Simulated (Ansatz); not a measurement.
# Mg₈HO₈ (charge +1): geometry relaxation (part 2 of 2)

Mg₈HO₈ (defect cell, 17 atoms in the cell, total charge +1); DFT PBE, scalar-relativistic, plane waves, PAW, no spin polarisation (Ansatz 0.2.0); cutoff 420 eV, 2×2×2 k-mesh, Gaussian smearing of 0.05 eV. The structure derives from an entry of the Crystallography Open Database. It belongs to a series of runs on one base structure; here: end point A relaxed.

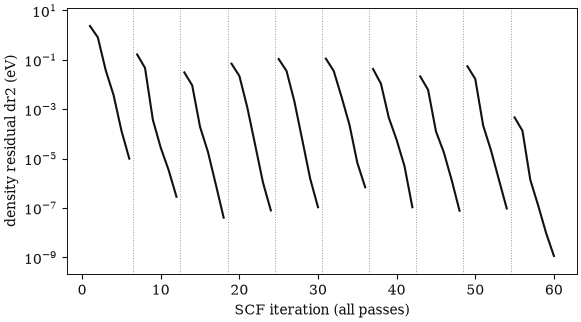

Convergence of the self-consistent field: density residual dr2 against the SCF iteration. The dotted lines part the SCF passes of the relaxation: geometry steps, rejected trials and re-solves on a re-selected basis. The 10 passes take 6 iterations each, 60 in all.

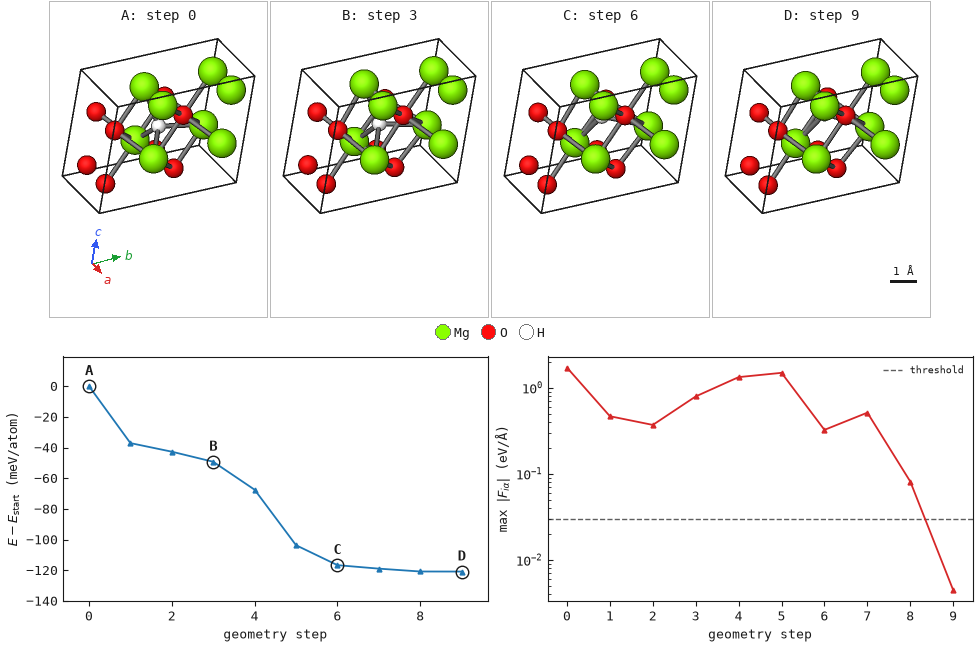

Frames of the relaxation (ball-and-stick view of the cell of the calculation (origin shifted), seen slightly off an axis) above the curves, on which the letters mark them (the first geometry is step 0 here and step 1 in the log).

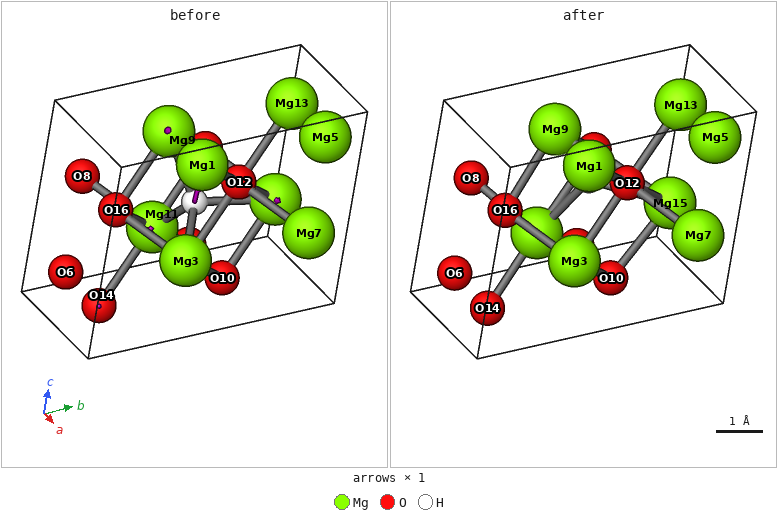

Before (left) and after (right) the relaxation, at one scale (ball-and-stick view of the cell of the calculation (origin shifted), seen slightly off an axis). The pink arrows give the displacements, at true length. The atom that moves furthest is H17 (0.74 Å). By element the largest moves are H 0.74 Å, Mg 0.16 Å, O 0.09 Å. The cell stays as it was. Distances before and after: O4–H17 1.757 → 0.982 Å, Mg3–H17 1.890 → 2.640 Å, O4–Mg11 2.105 → 2.246 Å, Mg11–O14 2.106 → 1.996 Å. New bonds form: O4–H17 (1.76 → 0.98 Å). Bonds break: Mg3–H17 (1.89 → 2.64 Å). Among the angles that change: Mg9–O16–Mg11 90.0° → 98.5°, Mg11–H17–Mg15 110.2° → 117.9°, Mg11–O8–Mg15 90.0° → 82.7°. After 9 geometry steps the energy has fallen by 121 meV per atom. The largest force component goes from 1.7 to 0.0045 eV/Å. (Atoms are counted from 1 in the order of the input.)

```
SCF converged after 6 iterations
Free energy (F): -19977.436978 eV
Harris-Foulkes:  -19977.436978 eV  (|F-HF|=8.66e-10)
Internal energy: -19977.436978 eV  (E = F + TS)
E sigma→0 (E₀):  -19977.436978 eV
Fermi energy:    10.426565 eV
--- Per-component energies (eV) ---
  E_band       = -2332.845788
  E_kinetic    = 2052.901374
  E_local      = -12844.486238  (includes V_loc(G=0)·N_el)
  E_nonlocal   = 1142.861917
  E_hartree    = 4449.391144
  E_xc         = -843.549045
  E_vxc        = -1080.962488  (∫ρ·V_xc dr)
  E_paw        = -3601.239489  (= ΣΔE_a)
  E_vpaw       = -501.961647  (= ΣTr[D̂ρ^β])
  E_aug_tail   = 0.018759  (compensation charges beyond the density's cutoff)
  E_ewald      = -10333.335399
  E_smearing   = -0.000000  (= −TS)
  E_closure    = -0.000000  (closes the sum)
  E_deformation_potential = 18.573318  (in the stress; not in F)
  Σ components = -19977.436978   (vs F -19977.436978, Δ=0.00e0)
--- Forces (eV/Å), atoms counted from 1 ---
  atom   1  Mg     0.00085624    -0.00087036     0.00050820
  atom   2  O     -0.00094375     0.00098561     0.00136220
  atom   3  Mg     0.00247634    -0.00247951    -0.00250286
  atom   4  O     -0.00056110     0.00071324    -0.00033512
  atom   5  Mg    -0.00055689    -0.00087996    -0.00075006
  atom   6  O     -0.00136873     0.00095026     0.00070736
  atom   7  Mg     0.00086850     0.00054371    -0.00075502
  atom   8  O     -0.00089103     0.00136677     0.00068432
  atom   9  Mg     0.00055283     0.00375766    -0.00079050
  atom  10  O      0.00121367     0.00115932    -0.00120468
  atom  11  Mg    -0.00385868    -0.00054256    -0.00077910
  atom  12  O     -0.00115121    -0.00116914    -0.00117265
  atom  13  Mg    -0.00001495     0.00004231    -0.00003476
  atom  14  O      0.00174504    -0.00179499    -0.00155004
  atom  15  Mg     0.00065158    -0.00066689     0.00446764
  atom  16  O      0.00092095    -0.00090698     0.00104830
  atom  17  H      0.00006062    -0.00020825     0.00109800
  max |Σ_I F_I| component: 1.21e-6 eV/Å
--- Relaxed structure (10 steps of the walk, 10 accepted, 0 SCFs on fresh bases) ---
  F+E_penalty+E_count = -19977.43697764 eV   max|allowed force component| = 4.468e-3 eV/Å
  atoms:
    - { symbol: Mg, position: [0.008773944224410376, -0.010590213092076141, 0.0010310670915200854] }
    - { symbol: O, position: [0.25927213014016637, 0.24417758473848628, 0.24839676884635659] }
    - { symbol: Mg, position: [0.0030943209171227963, -0.0013916828175469338, 0.4992708446525355] }
    - { symbol: O, position: [0.25822024636713836, 0.2469233735214985, 0.747547645708625] }
    - { symbol: Mg, position: [0.008766869560811352, 0.5003667784619772, 0.001039701890943212] }
    - { symbol: O, position: [0.25927125579159593, 0.7477387027765483, 0.24839619499129528] }
    - { symbol: Mg, position: [0.008766507899423348, 0.5003678687172501, 0.4900707971770281] }
    - { symbol: O, position: [0.25927125617122104, 0.7477384735461435, 0.7448378507881684] }
    - { symbol: Mg, position: [0.5164479927212516, -0.019661539941681627, 0.02247012181155894] }
    - { symbol: O, position: [0.7532942531603348, 0.24727886338393357, 0.251717952872069] }
    - { symbol: Mg, position: [0.5164448531405555, -0.019655215385560393, 0.4809928907998776] }
    - { symbol: O, position: [0.7532908472873157, 0.24727731730715224, 0.7479533711630234] }
    - { symbol: Mg, position: [0.5084853345431597, 0.49681869048043104, -0.002530568395917032] }
    - { symbol: O, position: [0.7680818314459272, 0.7435907774514434, 0.24428825035481205] }
    - { symbol: Mg, position: [0.5164259136543652, 0.521737372461111, 0.48104024468054774] }
    - { symbol: O, position: [0.7532649586664395, 0.7510978512714956, 0.7479415508826771] }
    - { symbol: H, position: [0.4601379843087611, 0.1794761971193935, 0.680325914684877] }
```

**Trajectory as extended XYZ (Å, eV, eV/Å), 6 of the 10 frames kept, from step=1 to step=10**
```
17
Lattice="0.0000 4.2110 4.2110 4.2110 0.0000 4.2110 4.2110 4.2110 0.0000" Properties=species:S:1:pos:R:3:forces:R:3 step=1 energy=-19975.38223
Mg    0.0000    0.0000    0.0000   -0.6437   0.6692  -0.7967
O     2.1055    2.1055    2.1055   -0.0052   0.0043  -0.0007
Mg    2.1055    2.1055    0.0000   -1.2156   1.1822   1.2762
O     4.2110    4.2110    2.1055   -0.6874   0.7018   0.6623
Mg    2.1055    0.0000    2.1055    0.8022   0.7207   0.6483
O     4.2110    2.1055    4.2110    0.0010   0.0032   0.0056
Mg    4.2110    2.1055    2.1055   -0.7235  -0.8052   0.6766
O     6.3165    4.2110    4.2110   -0.0034  -0.0012   0.0049
Mg    0.0000    2.1055    2.1055    1.5877   1.7101  -1.5164
O     2.1055    4.2110    4.2110    0.4570   0.4308  -0.4729
Mg    2.1055    4.2110    2.1055   -1.6403  -1.5217  -1.4146
O     4.2110    6.3165    4.2110   -0.4625  -0.4909  -0.5181
Mg    2.1055    2.1055    4.2110    0.6611  -0.6359  -0.7071
O     4.2110    4.2110    6.3165    0.0038  -0.0047  -0.0025
Mg    4.2110    4.2110    4.2110    1.3168  -1.3529   1.5309
O     6.3165    6.3165    6.3165    0.5845  -0.5730   0.5202
H     3.1923    5.2473    3.0934   -0.0324  -0.0368   0.1038
17
Lattice="0.0000 4.2110 4.2110 4.2110 0.0000 4.2110 4.2110 4.2110 0.0000" Properties=species:S:1:pos:R:3:forces:R:3 step=3 energy=-19976.10850
Mg   -0.0210    0.0203   -0.0168    0.0506  -0.0433  -0.0328
O     2.1116    2.1008    2.1052   -0.0216   0.0214  -0.0127
Mg    2.0631    2.1452    0.0475    0.1167  -0.1119  -0.1163
O     4.1546    4.2696    2.1582   -0.2823   0.2780   0.2870
Mg    2.1215    0.0181    2.1256    0.0499  -0.0076  -0.0370
O     4.2134    2.1052    4.2069    0.0040   0.0095   0.0103
Mg    4.1936    2.0902    2.1243   -0.0002  -0.0587  -0.0219
O     6.3158    4.2076    4.2094   -0.0033   0.0014   0.0038
Mg    0.0653    2.1808    2.0457   -0.0386  -0.0020   0.0422
O     2.1343    4.2355    4.1792   -0.0712  -0.0475   0.0896
Mg    2.0336    4.1490    2.0518    0.0152   0.0505   0.0499
O     4.1825    6.2835    4.1730    0.0147   0.0358   0.0633
Mg    2.1263    2.0840    4.1916   -0.0690   0.0754   0.0503
O     4.2021    4.2213    6.3231    0.0355  -0.0364  -0.0325
Mg    4.2591    4.1601    4.2769   -0.0718   0.0759  -0.0410
O     6.3625    6.2725    6.3521    0.0305  -0.0393   0.0676
H     3.2058    5.2357    3.0717    0.2409  -0.2010  -0.3696
17
Lattice="0.0000 4.2110 4.2110 4.2110 0.0000 4.2110 4.2110 4.2110 0.0000" Properties=species:S:1:pos:R:3:forces:R:3 step=5 energy=-19976.52993
Mg   -0.0297    0.0286   -0.0132    0.1595  -0.1611  -0.1194
O     2.1037    2.1094    2.1018    0.0400  -0.0380   0.0626
Mg    2.0829    2.1259    0.0292    0.2590  -0.2451  -0.2733
O     4.1096    4.3149    2.2010   -1.0305   1.0475   0.9827
Mg    2.1202    0.0261    2.1361    0.1387  -0.1379  -0.1521
O     4.2176    2.1154    4.2150   -0.0640  -0.0455  -0.0529
Mg    4.1850    2.0907    2.1350    0.1350  -0.1445  -0.1509
O     6.3063    4.2039    4.2174    0.0496   0.0647  -0.0550
Mg    0.0662    2.2163    2.0474   -0.1642   0.1361   0.1571
O     2.1187    4.2252    4.1961   -0.2337  -0.1450   0.2629
Mg    1.9996    4.1500    2.0554   -0.1314   0.1603   0.1406
O     4.1917    6.2963    4.1876    0.1458   0.2333   0.2740
Mg    2.1192    2.0908    4.2009   -0.2157   0.2110   0.2119
O     4.1921    4.2316    6.3327   -0.0160   0.0163   0.0189
Mg    4.2506    4.1687    4.3059   -0.1449   0.1572   0.1040
O     6.3592    6.2753    6.3488   -0.2282   0.2175  -0.1098
H     3.3316    5.1103    2.9283    1.3012  -1.3265  -1.3013
17
Lattice="0.0000 4.2110 4.2110 4.2110 0.0000 4.2110 4.2110 4.2110 0.0000" Properties=species:S:1:pos:R:3:forces:R:3 step=6 energy=-19977.14502
Mg   -0.0320    0.0313   -0.0156    0.1194  -0.1244  -0.0786
O     2.0956    2.1174    2.1059    0.0272  -0.0256   0.0673
Mg    2.0950    2.1153    0.0146    0.1862  -0.1759  -0.2075
O     4.1009    4.3232    2.2101   -1.0330   1.0514   0.9753
Mg    2.1232    0.0296    2.1389    0.0881  -0.1298  -0.1201
O     4.2125    2.1219    4.2213   -0.0652  -0.0269  -0.0322
Mg    4.1812    2.0876    2.1383    0.1308  -0.0894  -0.1261
O     6.3006    4.2096    4.2228    0.0274   0.0636  -0.0311
Mg    0.0541    2.2380    2.0576   -0.1583   0.2008   0.1371
O     2.1036    4.2238    4.2127   -0.1688  -0.1068   0.1860
Mg    1.9777    4.1618    2.0639   -0.2044   0.1459   0.1131
O     4.1945    6.3125    4.2060    0.1228   0.1869   0.2101
Mg    2.1043    2.1059    4.2159   -0.1693   0.1622   0.1827
O     4.1832    4.2403    6.3415   -0.0123   0.0127   0.0142
Mg    4.2416    4.1789    4.3271   -0.0973   0.1086   0.1915
O     6.3403    6.2935    6.3442   -0.2402   0.2346  -0.1480
H     3.4479    4.9888    2.8202    1.4468  -1.4876  -1.3333
17
Lattice="0.0000 4.2110 4.2110 4.2110 0.0000 4.2110 4.2110 4.2110 0.0000" Properties=species:S:1:pos:R:3:forces:R:3 step=8 energy=-19977.40466
Mg   -0.0316    0.0319   -0.0177   -0.0239   0.0237   0.0905
O     2.0844    2.1280    2.1169   -0.0139   0.0107   0.0207
Mg    2.1022    2.1102    0.0024    0.0045  -0.0110   0.0057
O     4.1357    4.2860    2.1818    0.5132  -0.5085  -0.5103
Mg    2.1271    0.0328    2.1392   -0.1067   0.0108   0.0149
O     4.1993    2.1289    4.2298   -0.0100   0.0135   0.0282
Mg    4.1779    2.0832    2.1397   -0.0068   0.1134   0.0107
O     6.2946    4.2237    4.2297   -0.0198   0.0056   0.0313
Mg    0.0339    2.2560    2.0743   -0.0578   0.1043   0.0478
O     2.0854    4.2252    4.2335    0.0738   0.0387  -0.0950
Mg    1.9585    4.1803    2.0772   -0.1085   0.0491   0.0384
O     4.1961    6.3338    4.2310   -0.0321  -0.0601  -0.0899
Mg    2.0820    2.1291    4.2368    0.0268  -0.0275  -0.0192
O     4.1737    4.2493    6.3519    0.0099  -0.0090  -0.0101
Mg    4.2309    4.1915    4.3468   -0.0204   0.0206   0.1107
O     6.3095    6.3232    6.3366    0.0469  -0.0382   0.0127
H     3.5645    4.8663    2.7155   -0.2752   0.2641   0.3128
17
Lattice="0.0000 4.2110 4.2110 4.2110 0.0000 4.2110 4.2110 4.2110 0.0000" Properties=species:S:1:pos:R:3:forces:R:3 step=10 energy=-19977.43698
Mg   -0.0403    0.0413   -0.0076    0.0009  -0.0009   0.0005
O     2.0742    2.1378    2.1200   -0.0009   0.0010   0.0014
Mg    2.0966    2.1155    0.0072    0.0025  -0.0025  -0.0025
O     4.1877    4.2353    2.1272   -0.0006   0.0007  -0.0003
Mg    2.1114    0.0413    2.1440   -0.0006  -0.0009  -0.0008
O     4.1947    2.1378    4.2405   -0.0014   0.0009   0.0007
Mg    4.1707    2.1006    2.1440    0.0009   0.0005  -0.0008
O     6.2852    4.2283    4.2405   -0.0009   0.0014   0.0007
Mg    0.0118    2.2694    2.0920    0.0006   0.0038  -0.0008
O     2.1013    4.2321    4.2134    0.0012   0.0012  -0.0012
Mg    1.9427    4.2002    2.0920   -0.0039  -0.0005  -0.0008
O     4.1909    6.3217    4.2134   -0.0012  -0.0012  -0.0012
Mg    2.0814    2.1306    4.2333    0.0000   0.0000   0.0000
O     4.1600    4.2631    6.3657    0.0017  -0.0018  -0.0015
Mg    4.2227    4.2003    4.3717    0.0007  -0.0007   0.0045
O     6.3125    6.3216    6.3349    0.0009  -0.0009   0.0010
H     3.6206    4.8025    2.6934    0.0001  -0.0002   0.0011
```

The run was set up as follows.

**Input**
```yaml
crystal:
  lattice:
    - [0.0, 4.211, 4.211]
    - [4.211, 0.0, 4.211]
    - [4.211, 4.211, 0.0]
  atoms:
    - { symbol: Mg, position: [0.0, 0.0, 0.0] }
    - { symbol: O, position: [0.25, 0.25, 0.25] }
    - { symbol: Mg, position: [0.0, 0.0, 0.5] }
    - { symbol: O, position: [0.25, 0.25, 0.75] }
    - { symbol: Mg, position: [0.0, 0.5, 0.0] }
    - { symbol: O, position: [0.25, 0.75, 0.25] }
    - { symbol: Mg, position: [0.0, 0.5, 0.5] }
    - { symbol: O, position: [0.25, 0.75, 0.75] }
    - { symbol: Mg, position: [0.5, 0.0, 0.0] }
    - { symbol: O, position: [0.75, 0.25, 0.25] }
    - { symbol: Mg, position: [0.5, 0.0, 0.5] }
    - { symbol: O, position: [0.75, 0.25, 0.75] }
    - { symbol: Mg, position: [0.5, 0.5, 0.0] }
    - { symbol: O, position: [0.75, 0.75, 0.25] }
    - { symbol: Mg, position: [0.5, 0.5, 0.5] }
    - { symbol: O, position: [0.75, 0.75, 0.75] }
    - { symbol: H, position: [0.6113105, 0.1232912, 0.6347906] }
total_charge: 1
basis:
  ecutwfc: 420.0
kpoints:
  mp_grid: { grid: [2, 2, 2] }
hamiltonian:
  xc: pbe
scf:
  occupations: { method: gaussian, width: 0.05 }
  lower_state_search: "off"
relax:
  f_tol: 0.03
  max_steps: 60
  adjacent_minimum: "off"
```

Launch command:
```bash
ansatz run input.yaml --threads 1 --pin off --max-ram 3072MiB --backend cpu --events-out ev --progress --plain --runs-dir out
```

**Summary**

- outcome: converged
- electrons treated: 128
- free energy: −19977.4370 eV
- Fermi energy: 10.427 eV
- final volume: 149.34 Å³
- largest force (length of the vector) at the end: 0.005 eV/Å
- hardware: 1 thread of Arm Neoverse N1, 24 GiB of memory available, shared host
- wall time: 70 s
- peak memory: 0.41 GiB

The k-point mesh is coarse for a cell of this size, so the results may not be converged.
